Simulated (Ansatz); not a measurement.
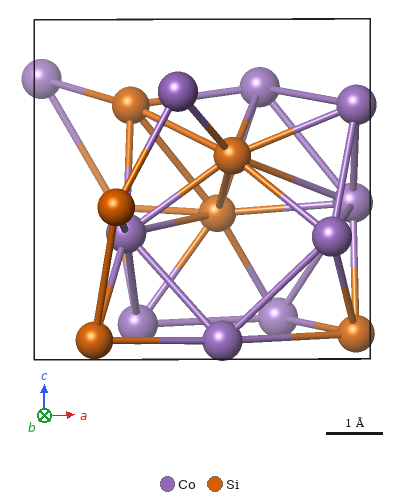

Starting frame of a dynamics run of an amorphous cell of composition Co5Si3 (16 atoms in the cell). The picture is a ball-and-stick view of the simulation cell, seen along the b axis. Bonds to atoms that aren't drawn are left out.

Level of theory: DFT PBE, scalar-relativistic, plane waves, PAW (Ansatz 0.2.0).

Input
```yaml
crystal:
  lattice:
    - [6.033846, 0.013244, 0.008948]
    - [0.013244, 5.866666, 0.129466]
    - [0.008948, 0.129466, 6.114267]
  atoms:
    - { symbol: Co, position: [0.6706886866, 0.6984176712, 0.799940689] }
    - { symbol: Co, position: [0.7251085232, 0.945130371, 0.1225089372] }
    - { symbol: Co, position: [0.427102653, 0.0506020311, 0.7874504893] }
    - { symbol: Co, position: [0.9588081362, 0.3671609501, 0.7475027422] }
    - { symbol: Co, position: [0.3078449998, 0.7849009968, 0.1033878727] }
    - { symbol: Co, position: [0.5594694637, 0.3536337445, 0.0546441107] }
    - { symbol: Co, position: [0.8860162396, 0.2462748177, 0.3599110047] }
    - { symbol: Co, position: [0.9479873702, 0.6874935152, 0.459636896] }
    - { symbol: Co, position: [0.0211768578, 0.9450736963, 0.825966523] }
    - { symbol: Co, position: [0.273146058, 0.4179560455, 0.371554897] }
    - { symbol: Si, position: [0.5895299439, 0.3730103619, 0.5986389324] }
    - { symbol: Si, position: [0.1786529178, 0.2150241111, 0.0568023981] }
    - { symbol: Si, position: [0.2866259771, 0.5881303187, 0.7475266532] }
    - { symbol: Si, position: [0.9574289944, 0.5810768878, 0.0742506025] }
    - { symbol: Si, position: [0.2435048776, 0.0006579051, 0.4479657109] }
    - { symbol: Si, position: [0.54480551, 0.7667550073, 0.4297089016] }
  symmetry: { detect: false }
basis:
  ecutwfc: 320
kpoints:
  mp_grid: { grid: [1, 1, 1], shift: [0.25, 0.25, 0.25] }
hamiltonian:
  xc: pbe
scf:
  occupations: { method: fermi_dirac, width: 0.2172 }
  lower_state_search: "off"
  convergence: { dr2_threshold: 1.0e-06 }
output:
  forces: true
  stress: true
md:
  timestep: 3.0
  n_steps: 24
  ensemble: nvt_langevin
  friction: 0.03
  temperature: 2520.0
  initial_velocities: maxwell_boltzmann
  seed: 88937
```

Launched with:
```bash
ansatz run input.yaml --threads 2 --pin off --max-ram 5120MiB --backend cpu --events-out ev --progress --plain --runs-dir out
```

Predict how the run goes.

The mean temperature in the second half is 2480 K (standard deviation 434 K). The potential energy is still drifting at the end, so the run hasn't reached equilibrium. The potential energy in the second half lies on average 153 meV per atom above the first frame. The mean pressure there is −3.5 GPa. Root-mean-square distances from the starting positions over the second half, with the common drift of all atoms taken out: Si 0.49 Å, Co 0.45 Å. The run lasts only 72 fs, too short to tell vibration from diffusion. Bond changes: 2 Si–Si bonds break between 39 fs and 42 fs.

Along the run (each row but the first and the last is the mean over the interval that it begins):

```csv
time (fs),potential energy (meV/atom),T (K),p (GPa)
0.0,0.0,2362,-15.8
9.0,-4.5,2890,-14.6
18.0,28.6,2853,-12.3
27.0,49.8,2963,-10.4
36.0,101.7,2649,-7.6
45.0,147.2,2856,-4.1
54.0,175.3,2712,-1.6
63.0,181.4,1934,-1.3
72.0,175.1,1788,-1.6
```

The paths of the atoms:

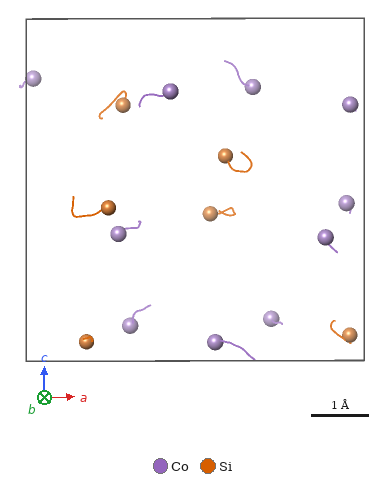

Limits of the set-up: the cutoff lies below the recommended one; the periodic images lie only 5.9 Å apart, so the values are limited by the cell's size.
